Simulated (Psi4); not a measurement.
**AlClF2 (SMILES [F][Al]([F])[Cl]) at B3LYP/def2-SVPD**

What is the energy change on altering one bond length of AlClF2 at B3LYP/def2-SVPD? 

The calculation is run with Psi4 1.11.

1 further run of the same task is left out (set aside as unsound or not needed).

## Step 1: The molecule

The species is AlClF2 (4 atoms), meant as a singlet with charge 0. As SMILES, `[F][Al]([F])[Cl]`. Geometry: relaxed at PBE0-D4/def2-TZVP.

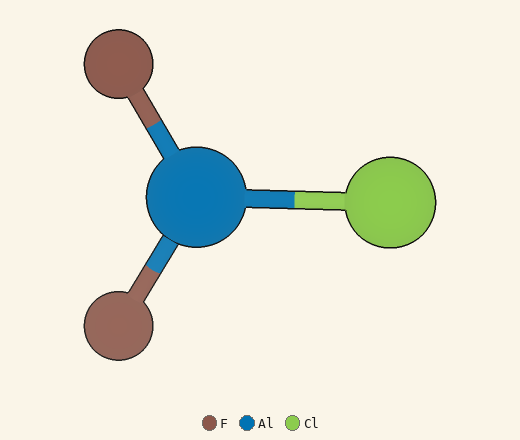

The structure, seen from a chosen angle (fluorine brown, aluminium blue, chlorine green).

## Step 2: The energy at B3LYP/def2-SVPD

alclf2.inp reads:

```
memory 2200 MB

molecule m {
  0 1
  F      0.997200     0.721760     1.149640
  Al     0.069280    -0.050750     0.053570
  F      0.273490    -1.653820    -0.164660
  Cl    -1.339980     0.982810    -1.038560
  units angstrom
  symmetry c1
}

set {
  basis def2-SVPD
  puream true
  e_convergence 1e-09
  d_convergence 1e-08
  scf_type pk
  dft_radial_points 99
  dft_spherical_points 590
}

e, wfn = energy('b3lyp', return_wfn=True)
oeprop(wfn, 'WIBERG_LOWDIN_INDICES', 'MAYER_INDICES', 'DIPOLE', title='B3LYP')
print_variables()
```

The run is started by

```sh
$ psi4 alclf2.inp alclf2.out -n 1
```

alclf2.out:

```text
[...]
  Running in c1 symmetry.
[...]
  Nuclear repulsion =  198.347935170660406
[...]
  Multiplicity = 1
[...]
  Nalpha       = 24
  Nbeta        = 24
[...]
    Number of basis functions: 97
[...]
   @RKS iter   1:  -902.03718003259758   -4.02190e-01   7.34326e-03 ADIIS/DIIS
[...]
   @RKS iter  11:  -902.21444285656742   -9.09495e-13   1.84227e-09 DIIS
[...]
    Orbital Energies [Eh]
    ---------------------
    Doubly Occupied:
       1A   -101.534318     2A    -56.132600     3A    -24.696852
       4A    -24.696848     5A     -9.487544     6A     -7.253033
       7A     -7.248784     8A     -7.247978     9A     -4.229065
      10A     -2.788408    11A     -2.783678    12A     -2.783591
      13A     -1.168788    14A     -1.159888    15A     -0.846342
      16A     -0.515807    17A     -0.480224    18A     -0.460696
      19A     -0.455855    20A     -0.441287    21A     -0.434373
      22A     -0.419797    23A     -0.366683    24A     -0.359210
[...]
  @RKS Final Energy:  -902.21444285656742
   => Energetics <=
    Nuclear Repulsion Energy =            198.3479351706604064
    One-Electron Energy =               -1646.0552604062568207
    Two-Electron Energy =                 600.2925477314112186
    DFT Exchange-Correlation Energy =     -54.7996653523821564
    Empirical Dispersion Energy =           0.0000000000000000
    VV10 Nonlocal Energy =                  0.0000000000000000
    Total Energy =                       -902.2144428565674161
[...]
 Multipole Moments:
 ------------------------------------------------------------------------------------
     Multipole            Electronic (a.u.)      Nuclear  (a.u.)        Total (a.u.)
 ------------------------------------------------------------------------------------
 L = 1.  Multiply by 2.5417464519 to convert [e a0] to [Debye]
 Dipole X            :          0.6722456           -0.8142203           -0.1419747
 Dipole Y            :         -0.4928572            0.5972125            0.1043554
 Dipole Z            :          0.5206344           -0.6311056           -0.1104712
 Magnitude           :                                                    0.2079681
[...]
```

It took 14 s on 1 thread of Intel Xeon Platinum 8259CL at 2.50GHz (Skylake/Cascade Lake), shared host; peak memory 0.9 GiB.

## Step 3: The distorted shape: energy and forces at B3LYP/def2-SVPD

job.py reads:

```python
import psi4

psi4.set_memory('2200 MB')
psi4.set_num_threads(1)
psi4.set_output_file('run.log', False)

mol = psi4.geometry("""
F      1.136386     0.837635     1.314049
Al     0.069280    -0.050750     0.053570
F      0.273490    -1.653820    -0.164660
Cl    -1.339980     0.982810    -1.038560
symmetry c1
""")

options = {'reference': 'rks', 'puream': True, 'e_convergence': 1e-09, 'd_convergence': 1e-08, 'scf_type': 'pk', 'dft_radial_points': 99, 'dft_spherical_points': 590}
psi4.set_options(options)

energy_value, wavefunction = psi4.gradient("b3lyp/def2-SVPD", return_wfn=True)
psi4.oeprop(wavefunction, "MULLIKEN_CHARGES", "DIPOLE", "QUADRUPOLE")
print('gradient / Eh bohr^-1')
print(energy_value.np.round(6))
print(f'energy = {wavefunction.energy():.10f} Eh')
for k, v in sorted(psi4.core.scalar_variables().items()):
    print(f'{k:45s} {v:18.10f}')
```

The run is started by

```sh
$ python job.py
```

run.log:

```text
[...]
  Running in c1 symmetry.
[...]
  Nuclear repulsion =  190.796850735955047
[...]
  Multiplicity = 1
[...]
  Nalpha       = 24
  Nbeta        = 24
[...]
    Number of basis functions: 97
[...]
   @RKS iter   1:  -902.01692895327187   -4.85735e-01   7.28728e-03 DIIS/ADIIS
[...]
   @RKS iter  11:  -902.19736192191090   -2.04636e-12   2.86908e-09 DIIS
[...]
    Orbital Energies [Eh]
    ---------------------
    Doubly Occupied:
       1A   -101.545466     2A    -56.164004     3A    -24.708721
       4A    -24.673771     5A     -9.498494     6A     -7.264171
       7A     -7.259649     8A     -7.258842     9A     -4.252696
      10A     -2.812789    11A     -2.807937    12A     -2.806485
      13A     -1.175525    14A     -1.110805    15A     -0.856505
      16A     -0.515527    17A     -0.461947    18A     -0.459660
      19A     -0.457104    20A     -0.424301    21A     -0.403535
      22A     -0.399980    23A     -0.375602    24A     -0.367708
[...]
  @RKS Final Energy:  -902.19736192191090
   => Energetics <=
    Nuclear Repulsion Energy =            190.7968507359550472
    One-Electron Energy =               -1630.8218768385140720
    Two-Electron Energy =                 592.5653473592147975
    DFT Exchange-Correlation Energy =     -54.7376831785667690
    Empirical Dispersion Energy =           0.0000000000000000
    VV10 Nonlocal Energy =                  0.0000000000000000
    Total Energy =                       -902.1973619219108969
[...]
  -Total Gradient:
     Atom            X                  Y                   Z
    ------   -----------------  -----------------  -----------------
       1        0.041354174884     0.034842393565     0.048961330991
       2       -0.041792210566    -0.047300031814    -0.052621805549
       3       -0.003553463877     0.016824476575     0.000935851658
       4        0.004053676208    -0.004335040996     0.002793602305
[...]
 Multipole Moments:
 ------------------------------------------------------------------------------------
     Multipole            Electronic (a.u.)      Nuclear  (a.u.)        Total (a.u.)
 ------------------------------------------------------------------------------------
 L = 1.  Multiply by 2.5417464519 to convert [e a0] to [Debye]
 Dipole X            :          0.4537121           -0.8468487           -0.3931365
 Dipole Y            :         -0.6208981            0.5700488           -0.0508493
 Dipole Z            :          0.2764942           -0.6696468           -0.3931526
 Magnitude           :                                                    0.5583108
 L = 2.  Multiply by 1.3450342976 to convert [e a0^2] to [Debye ang]
 Quadrupole XX       :       -173.1524710          146.8666265          -26.2858445
 Quadrupole XY       :         57.9617416          -58.1164992           -0.1547576
[...]
  Mulliken Charges: (a.u.)
   Center  Symbol    Alpha    Beta     Spin     Total
       1     F     4.82493  4.82493  0.00000 -0.64987
       2    AL     5.63282  5.63282  0.00000  1.73437
       3     F     4.79806  4.79806  0.00000 -0.59611
       4    CL     8.74419  8.74419  0.00000 -0.48839
   Total alpha = 24.00000, Total beta = 24.00000, Total charge = -0.00000
```

On the terminal:

```text
gradient / Eh bohr^-1
[[ 0.041354  0.034842  0.048961]
 [-0.041792 -0.0473   -0.052622]
 [-0.003553  0.016824  0.000936]
 [ 0.004054 -0.004335  0.002794]]
energy = -902.1973619219 Eh
CURRENT ENERGY                                   -902.1973619219
CURRENT REFERENCE ENERGY                         -902.1973619219
DD SOLVATION ENERGY                                 0.0000000000
DFT FUNCTIONAL TOTAL ENERGY                      -902.1973619219
DFT TOTAL ENERGY                                 -902.1973619219
DFT VV10 ENERGY                                     0.0000000000
DFT XC ENERGY                                     -54.7376831786
GRID ELECTRONS ALPHA                               24.0000002885
GRID ELECTRONS BETA                                24.0000002885
GRID ELECTRONS TOTAL                               48.0000005771
NUCLEAR REPULSION ENERGY                          190.7968507360
ONE-ELECTRON ENERGY                             -1630.8218768385
PCM POLARIZATION ENERGY                             0.0000000000
PE ENERGY                                           0.0000000000
SCF ITERATION ENERGY                             -902.1973619219
SCF ITERATIONS                                     11.0000000000
SCF TOTAL ENERGY                                 -902.1973619219
TWO-ELECTRON ENERGY                               592.5653473592
XC GRID RADIAL POINTS                              99.0000000000
XC GRID SPHERICAL POINTS                          590.0000000000
XC GRID TOTAL POINTS                           226272.0000000000
```

Wall time 19 s (1 thread of Intel Xeon Platinum 8259CL at 2.50GHz (Skylake/Cascade Lake), shared host); peak memory 0.9 GiB.

## Step 4: Results

At B3LYP/def2-SVPD:

| quantity | value |
| --- | --- |
| first shape: total energy | -902.21444 Eh |
| first shape: dipole moment | 0.53 D |
| first shape: HOMO energy | -9.77 eV |
| first shape: LUMO energy | -1.94 eV |
| first shape: HOMO–LUMO gap | 7.84 eV |
| distorted shape: total energy | -902.19736 Eh |
| distorted shape: dipole moment | 1.42 D |
| distorted shape: HOMO energy | -10.01 eV |
| distorted shape: LUMO energy | -2.46 eV |
| distorted shape: HOMO–LUMO gap | 7.55 eV |
| distorted shape: largest force on an atom | 4.226 eV/Å |
| energy change with the F1–Al2 bond stretched from 1.631 to 1.875 Å | 0.465 eV |

In words: With the F1–Al2 bond stretched from 1.631 to 1.875 Å the energy rises by 0.46 eV (10.7 kcal/mol). The first shape isn't relaxed at this level, so the change isn't measured from a minimum. Mulliken charges (distorted shape) run from -0.65 on F1 to +1.73 on Al2; in a basis this large or diffuse they mean little.
